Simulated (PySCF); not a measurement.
SMILES [SiH]=[SiH2] (H3Si2), doublet at its B3LYP/def2-SVP optimised geometry (Å):

```
5

Si    -1.6319    -0.1401     0.0000
Si     0.6763    -0.1401     0.0000
H     -1.5761     1.3931     0.0000
H      1.6319     1.0141    -0.0218
H      1.4941    -1.3931     0.0068
```

Computed with PySCF with unrestricted B3LYP/def2-TZVP. Cells within 0.4 Å of a nucleus heavier than hydrogen are left out (blank, or x).

Map of the deformation density (molecule minus spherical neutral atoms) (e/bohr³) on the plane z = 0.0 Å:

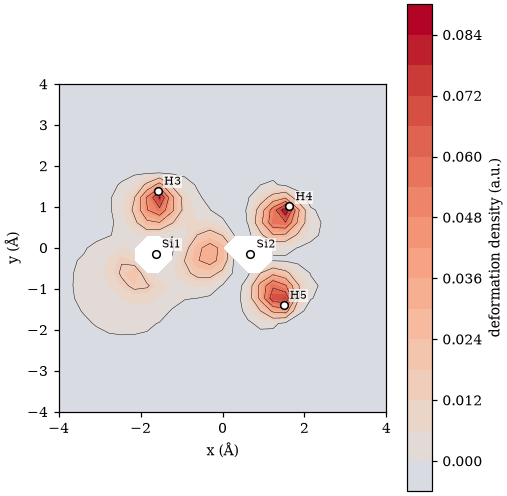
*Deformation density (molecule minus spherical neutral atoms) (e/bohr³) on the plane z = 0.0 Å.*
